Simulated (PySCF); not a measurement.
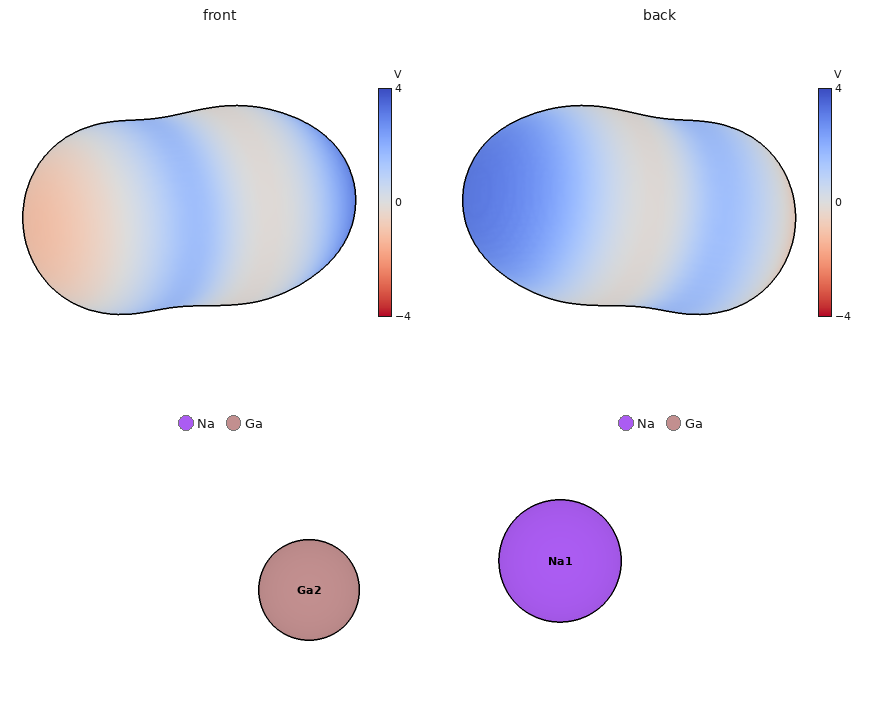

Figure 1: NaGa. The molecular electrostatic potential painted on the density surface at 0.002 e/bohr³, seen from the front and from behind; the colour scale runs from red (negative) to blue (positive). The bare structure is drawn below in the same view.

Level of theory: PySCF, PBE0/aug-cc-pVDZ(-PP), non-relativistic Hamiltonian with scalar-relativistic core potentials where named, at a bond length of 3.129 Å.

**Describe the electrostatic potential map.**

The most negative region (about −1.1 V) lies over Ga2, the most positive (about +3.1 V) over Na1.
